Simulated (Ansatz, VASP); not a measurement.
# MgTe2Pb in two plane-wave programs

Wanted: the spread between two codes on one cell, functional and k mesh. The cell is invented: As first built, before any earlier steps moved the atoms: it takes the MgCdTe2 structure with some of its atoms replaced by other elements, volume scaled by an estimate. It may not be a known or stable phase. The cell comes out of the VASP series on this material, whose earlier steps may have relaxed, scaled or displaced it; both programs get it as it stands.

Program: Ansatz 0.2.0. Level of theory: plane waves, with VASP 6.6.1 beside it; band structure at HSE06 and band structure at B3LYP. Results are calculated unless marked as measured.

**1. The structure**

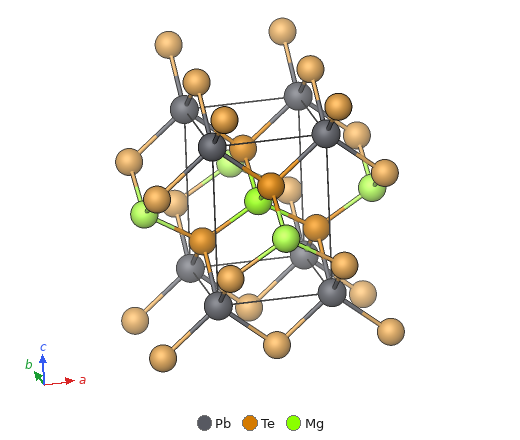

The cell as given, slightly off an axis (lead dark grey, tellurium orange, magnesium green). Some periodic images of atoms are drawn too.

**2. Ansatz: band structure, HSE06**

Ansatz runs on its default PAW (the set named soft_2) files.

The same path points are solved in both programs, so levels can be compared one by one.

File input.yaml:

```yaml
crystal:
  lattice:
    - [4.8556872069, 0.0, 0.0]
    - [0.0, 4.8556872069, 0.0]
    - [0.0, 0.0, 6.9888935447]
  atoms:
    - { symbol: Pb, position: [0.0, 0.0, 0.0] }
    - { symbol: Te, position: [0.0, 0.5, 0.2884569215] }
    - { symbol: Te, position: [0.5, 0.0, 0.7115430785] }
    - { symbol: Mg, position: [0.5, 0.5, 0.5] }
hamiltonian:
  xc: { exchange: pbe, correlation: pbe, exx: { coeff: 0.25, omega: 0.2 } }
  pseudopotentials: { kind: paw }
kpoints:
  mp_grid: { grid: [3, 3, 2] }
  band_path:
    path:
      - [0.0, 0.0, 0.0]
      - [0.0, 0.4, 0.0]
      - [0.3, 0.5, 0.0]
      - [0.5, 0.5, 0.0]
      - [0.3, 0.3, 0.0]
      - [0.0, 0.0, 0.1]
      - [0.0, 0.0, 0.5]
      - [0.0, 0.4, 0.5]
      - [0.3, 0.5, 0.5]
      - [0.5, 0.5, 0.5]
      - [0.3, 0.3, 0.5]
      - [0.0, 0.5, 0.1]
      - [0.5, 0.5, 0.0]
      - [0.5, 0.5, 0.5]
    npoints: 1
scf:
  occupations: { method: gaussian, width: 0.02 }
  n_extra_bands: 8
output:
  forces: true
  stress: true
  eigenvalues: true
```

On the command line:

```sh
> ansatz run input.yaml --threads 4 --pin off --max-ram 9216MiB --backend cpu --events-out ev --progress --plain --runs-dir out
```

Numbers of over 12 decimals in the logs are rounded to 6 here.

Output:

```text
Warning: output.stress: scf.convergence.dr2_threshold = 1e-7 eV (the SCF's general default) is looser than the 4e-10 eV advised for a printed stress (1e-10 eV for each atom of the cell: 4). What an SCF threshold leaves in a stress goes as its square root, and in the free energy as the threshold itself, and one threshold admits the most on a small cell: [figures from the program's tests cut] Set scf.convergence.dr2_threshold to 4e-10 eV or tighter. The threshold is an SCF's pass mark: one that does not reach it within its budget of iterations ends unconverged, or closes short of it on a stop that the run arms, and scf.convergence.dr2_threshold's page says what that costs each kind of run
Warning: output.stress: scf.exx.energy_threshold = 1e-6 eV is looser than the 4e-8 eV advised for a stress under a hybrid functional (1e-8 eV for each atom of the cell: 4). Every SCF of the exchange loop can meet its threshold on dr2 while the loop round them stops early: no threshold on dr2 bounds what that leaves in the stress. Set scf.exx.energy_threshold to 4e-8 eV or tighter. The threshold is the loop's pass mark: a loop that does not reach it within its budget of cycles ends unconverged, and scf.exx.energy_threshold's page has the law
scf.n_extra_bands = 8 over 28 filled bands (N_el = 56.0): the run solves 36 bands
Engine: ansatz 0.2.0, aarch64-unknown-linux-gnu
Pseudopotentials: kind: paw
Pseudopotential: Pb, paw, valence charge 14, recommended cutoff 420 eV (normal), Pb.paw.azcp
Pseudopotential: Te, paw, valence charge 16, recommended cutoff 420 eV (normal), Te.paw.azcp
Pseudopotential: Mg, paw, valence charge 10, recommended cutoff 420 eV (normal), Mg.paw.azcp
Functional definition: unnamed
  parameter a_1 = 0.25
  parameter omega_1 = 0.2/angstrom
  exchange = pbe_x + (-a_1)*pbe_x_sr(omega_1) + a_1*exact_x_sr(omega_1)
  correlation = pbe_c
Crystal: 4 atoms, lattice volume = 164.782 Å³
Basis set: ecut = 420 eV, 3251 PW (Γ), exchange–correlation on 72×72×96 points (8 copies of the dense FFT grid, shifted against one another)
Bands: 36, of which v1, the nominal top of the filled ones, is band 28 counted from 1 (27 counted from 0)
Symmetry: 8 space group operations
Space group: P-4m2 (ITA 115), of the structure as read, at distance tolerance 5.5e-5 Å
k-points: 6 of 18
Non-local potential: Pb, projectors of the file, l = 0: 2, l = 1: 2, l = 2: 2, l = 3: 2
Non-local potential: Te, projectors of the file, l = 0: 2, l = 1: 2, l = 2: 2, l = 3: 2
Non-local potential: Mg, projectors of the file, l = 0: 3, l = 1: 2, l = 2: 1
PAW form: soft (Blöchl's): semilocal exchange-correlation on the pseudo side does not see the compensation charge
PAW frozen core: Pb, regenerated for the run's functional, and the local potential with it (the file was generated under x = pbe(κ = 0.804, μ = 0.219515), c = pbe(β = 0.066725))
PAW frozen core: Te, regenerated for the run's functional, and the local potential with it (the file was generated under x = pbe(κ = 0.804, μ = 0.219515), c = pbe(β = 0.066725))
PAW frozen core: Mg, regenerated for the run's functional, and the local potential with it (the file was generated under x = pbe(κ = 0.804, μ = 0.219515), c = pbe(β = 0.066725))
PAW one-centre angular grid: Pb, 590 points (default); XC on 64 Gauss nodes
PAW one-centre angular grid: Te, 590 points (default); XC on 64 Gauss nodes
PAW one-centre angular grid: Mg, 110 points (default); XC on 96 Gauss nodes
Initial density: superposition of atomic densities (neutral atoms: chi_scale 0, normalization atom), corrected by the library's trained network
Initial wavefunctions: pseudopotential atomic-orbital guess
Functional: x = pbe(κ = 0.804, μ = 0.219515), c = pbe(β = 0.066725), warm-up for x = pbe(κ = 0.804, μ = 0.219515) + 0.25 (exact − pbe) at short range (hse, ω = 0.2 Å⁻¹), c = pbe(β = 0.066725)
SCF iter   1: F=—  HF=-27792.168249 eV  |F-HF|=—  |Δ(HF+E_count)|=         —  Δρ=1.27e-3  dr2=8.67e-3  ethr=1.77e-3  ⟨swp⟩=15.0  Hψ=1010  notcnv=0
preconditioner: auto → none  [insulator: Δε(μ)=1.356 eV  Ē_g=8.550 eV  σ=0.020 eV  W_gap=1.00  n_scr=36 (ndim 8)  ℏωp=12.3 eV  f_vac=0.161  D(μ)=0.00/eV (n_scr^D=0)]
SCF iter   2: F=—  HF=-27792.168213 eV  |F-HF|=—  |Δ(HF+E_count)|=   3.57e-5  Δρ=6.55e-4  dr2=2.82e-3  ethr=1.55e-5  ⟨swp⟩=5.8  Hψ=690  notcnv=0  defer=6
SCF iter   3: F=—  HF=-27792.167985 eV  |F-HF|=—  |Δ(HF+E_count)|=   2.28e-4  Δρ=3.58e-4  dr2=4.96e-4  ethr=5.04e-6  ⟨swp⟩=4.8  Hψ=540  notcnv=0  defer=1
SCF iter   4: F=-27792.168131 eV  HF=-27792.168087 eV  |F-HF|=4.40e-5  |Δ(HF+E_count)|=   1.02e-4  Δρ=1.71e-4  dr2=7.64e-5  ethr=8.86e-7  ⟨swp⟩=3.2  Hψ=421  notcnv=0  defer=1
SCF 1 stopped early in 4 iterations: F = -27792.168131 eV  dr2 = 7.64e-5
  greatest PAW one-centre occupation: 1.000 electrons in one spin orbital (limit 2), on the Mg atom at site 3 (counted from 0), in its partial waves of l = 0
Initial density: handed on by an earlier stage of this run
Initial wavefunctions: those handed on with the density
Functional: x = pbe(κ = 0.804, μ = 0.219515) + 0.25 (exact − pbe) at short range (hse, ω = 0.2 Å⁻¹), c = pbe(β = 0.066725)
[...]
SCF iter   4: F=—  HF=-27805.165699 eV  |F-HF|=—  |Δ(HF+E_count)|=   6.57e-4  Δρ=2.33e-4  dr2=1.26e-4  ethr=1.36e-6  ⟨swp⟩=4.0  Hψ=521  notcnv=0
SCF iter   5: F=—  HF=-27805.165946 eV  |F-HF|=—  |Δ(HF+E_count)|=   2.47e-4  Δρ=1.69e-4  dr2=1.51e-4  ethr=1.43e-7  ⟨swp⟩=4.2  Hψ=504  notcnv=0
iter 6 solved again at ethr=2.07e-9 eV; its pass at ethr=1.43e-7 eV (dr2=1.16e-6 eV) is discarded
SCF iter   6: F=-27805.165912 eV  HF=-27805.165912 eV  |F-HF|=4.00e-7  |Δ(HF+E_count)|=   3.38e-5  Δρ=2.33e-5  dr2=2.40e-6  ethr=2.07e-9  ⟨swp⟩=4.8  Hψ=1044  notcnv=0
SCF 2 stopped early in 6 iterations: F = -27805.165912 eV  dr2 = 2.40e-6
  Residual-converged pass: ⟨swp⟩=4.0  Hψ=580  notcnv=0  max |occ|·‖R‖ = 6.2e-6 eV (tolerance 6.7e-6 eV)  dr2=2.43e-6  dr2_onsite=1.39e-7  max |Δocc| = 0.0e0
hybrid outer 1: dexx = +9.461e-3 eV, tail = 1.25e-4 eV
Exchange kernel: α = 0.2500, screened, ω = 0.2000 Å⁻¹, Wigner–Seitz truncation, v(0) = 1096.0540 eV·Å³, q-mesh 3×3×2, nearest image of the exchange supercell L = 13.98 Å, pair-density grid 24×24×32, without the augmentation charges, whose exchange is taken in its separable form by FFT convolution over the k-point mesh (sized by the pseudopotential files, 36×36×48 at the most), smooth part of the exact exchange by density-matrix convolution
Frozen-core exchange: fock
SCF iter   1: F=—  HF=-27805.165878 eV  |F-HF|=—  |Δ(HF+E_count)|=         —  Δρ=3.44e-5  dr2=4.52e-6  ethr=1.12e-6  ⟨swp⟩=3.8  Hψ=444  notcnv=0
preconditioner: auto → none  [insulator: Δε(μ)=1.863 eV  Ē_g=9.658 eV  σ=0.020 eV  W_gap=1.00  n_scr=36 (ndim 8)  ℏωp=12.3 eV  f_vac=0.169  D(μ)=0.00/eV (n_scr^D=0)]
SCF iter   2: F=—  HF=-27805.165877 eV  |F-HF|=—  |Δ(HF+E_count)|=   7.71e-7  Δρ=8.88e-6  dr2=2.04e-7  ethr=7.71e-9  ⟨swp⟩=4.0  Hψ=571  notcnv=0
SCF iter   3: F=—  HF=-27805.165878 eV  |F-HF|=—  |Δ(HF+E_count)|=   3.88e-7  Δρ=5.32e-6  dr2=9.50e-8  ethr=1.93e-10  ⟨swp⟩=4.7  Hψ=583  notcnv=0  defer=1
SCF iter   4: F=—  HF=-27805.165878 eV  |F-HF|=—  |Δ(HF+E_count)|=   2.06e-8  Δρ=1.86e-6  dr2=3.25e-9  ethr=1.46e-10  ⟨swp⟩=3.7  Hψ=440  notcnv=0  defer=1
SCF iter   5: F=-27805.165878 eV  HF=-27805.165878 eV  |F-HF|=2.91e-11  |Δ(HF+E_count)|=  7.09e-10  Δρ=4.03e-7  dr2=4.69e-10  ethr=5.17e-12  ⟨swp⟩=3.7  Hψ=531  notcnv=0  defer=1
SCF 3 converged in 5 iterations: F = -27805.165878 eV  dr2 = 4.69e-10
  Residual-converged pass: ⟨swp⟩=4.0  Hψ=526  notcnv=0  max |occ|·‖R‖ = 6.1e-7 eV (tolerance 6.3e-7 eV)  dr2=4.74e-10  dr2_onsite=3.20e-11  max |Δocc| = 0.0e0
hybrid outer 2: dexx = +4.664e-7 eV, tail = 2.12e-8 eV, Δε = 2.33e-3 eV (about 7.21e-5 eV left of the loop's levels), ΔF = 7.27e-3 eV/Å (tail 1.08e-3)
Exchange kernel: α = 0.2500, screened, ω = 0.2000 Å⁻¹, Wigner–Seitz truncation, v(0) = 1096.0540 eV·Å³, q-mesh 3×3×2, nearest image of the exchange supercell L = 13.98 Å, pair-density grid 24×24×32, without the augmentation charges, whose exchange is taken in its separable form by FFT convolution over the k-point mesh (sized by the pseudopotential files, 36×36×48 at the most), smooth part of the exact exchange by density-matrix convolution
Frozen-core exchange: fock
SCF iter   1: F=—  HF=-27805.165878 eV  |F-HF|=—  |Δ(HF+E_count)|=         —  Δρ=7.94e-7  dr2=7.10e-10  ethr=1.90e-10  ⟨swp⟩=7.8  Hψ=569  notcnv=0
preconditioner: auto → none  [insulator: Δε(μ)=1.862 eV  Ē_g=9.658 eV  σ=0.020 eV  W_gap=1.00  n_scr=36 (ndim 8)  ℏωp=12.3 eV  f_vac=0.170  D(μ)=0.00/eV (n_scr^D=0)]
SCF iter   2: F=-27805.165878 eV  HF=-27805.165878 eV  |F-HF|=2.55e-11  |Δ(HF+E_count)|=  7.28e-11  Δρ=2.71e-7  dr2=8.97e-11  ethr=1.47e-12 (applied; sched 1.24e-12)  ⟨swp⟩=4.0  Hψ=514  notcnv=0
SCF 4 converged in 2 iterations: F = -27805.165878 eV  dr2 = 8.97e-11
  Residual-converged pass: ⟨swp⟩=3.0  Hψ=410  notcnv=0  max |occ|·‖R‖ = 1.1e-6 eV (tolerance 1.2e-6 eV)  dr2=8.94e-11  dr2_onsite=8.29e-12  max |Δocc| = 0.0e0
hybrid outer 3: dexx = +1.499e-10 eV, tail = 2.01e-10 eV, Δε = 2.27e-5 eV (about 4.62e-6 eV left of the loop's levels), ΔF = 1.21e-4 eV/Å (tail 6.06e-5)
NSCF: frozen V_eff on 14 k-points
hybrid SCF converged: 3 outer / 13 inner (+4 warm-up), last move |dexx| = 1.50e-10 eV, tail = 2.01e-10 eV
Stability not checked: this state was not tested for a lower state beside it, because the functional holds exact exchange (a hybrid, or Hartree-Fock), whose exchange loop this test does not read (fock_operator; see scf.lower_state_search)
Free energy (F): -27805.165878 eV
Frozen-core exchange: fock
Harris-Foulkes:  -27805.165878 eV  (|F-HF|=2.55e-11)
Internal energy: -27805.165878 eV  (E = F + TS)
E sigma→0 (E₀):  -27805.165878 eV
Fermi energy:    5.417358 eV
--- Per-component energies (eV) ---
  E_band       = -1225.580881
  E_kinetic    = 722.038609
  E_local      = -6497.781643  (includes V_loc(G=0)·N_el)
  E_nonlocal   = -178.259153
  E_hartree    = 3178.050057
  E_xc         = -398.704877
  E_vxc        = -302.410283  (∫ρ·V_xc dr)
  E_exx        = -173.686799  (= α·E_x^exact, valence–valence)
  E_paw        = -19961.312968  (= ΣΔE_a)
  E_vpaw       = -977.894243  (= ΣTr[D̂ρ^β])
  E_aug_tail   = -0.000347  (compensation charges beyond the density's cutoff)
  E_ewald      = -4495.445353
  E_core_change = -0.063403  (= ΣΔE_core)
  E_smearing   = -0.000000  (= −TS)
  E_closure    = 0.000000  (closes the sum)
  Σ components = -27805.165878   (vs F -27805.165878, Δ=0.00e0)
--- Forces (eV/Å), atoms counted from 1 ---
  atom   1  Pb     0.00000000     0.00000000    -0.00000000
  atom   2  Te    -0.00000000    -0.00000000    -0.06790072
  atom   3  Te    -0.00000000     0.00000000     0.06790072
  atom   4  Mg    -0.00000000     0.00000000     0.00000000
  max |Σ_I F_I| component: 1.56e-16 eV/Å
--- Stress (GPa, compression-positive) ---
       -0.431869       0.000000       0.000000
        0.000000      -0.431869       0.000000
        0.000000       0.000000      -0.568250
  P = ⅓ Tr σ = -0.4773 GPa (-4.773 kbar)
--- Band table (eV; the first three rows and the last of 6) ---
  k-point 0: bands = [... 24 lower, 2.7381, 3.0269, 3.4025, 3.4025, 6.7167, 7.0903, 7.5413, 7.5413, ... 4 higher]
  k-point 1: bands = [... 24 lower, 2.5396, 2.6959, 2.6959, 4.2900, 6.3482, 7.8111, 8.0963, 8.2101, ... 4 higher]
  k-point 2: bands = [... 24 lower, 2.2943, 2.4457, 3.1536, 4.4013, 7.1072, 7.8388, 7.8969, 8.1723, ... 4 higher]
  k-point 5: bands = [... 24 lower, 1.6399, 2.3019, 2.6993, 4.4862, 7.0311, 7.8455, 8.8829, 9.3808, ... 4 higher]
```

It took 1.7 min on 4 threads of Arm Neoverse N1, shared host; peak memory 1.4 GiB.

[end of part 1 of 2]

[Lines on the potential files, build, host, timing and source positions are cut from VASP's logs without a mark.]

[Logs are printed without paths, hosts, clocks, repeated set-up lines and the standing remarks that a program may print on its own settings, such as how far it seeks lower states.]

[Hosts, paths, dates, database ids (printed as entryN), source tags and the programs' standing remarks are cut or masked in the printed files.]
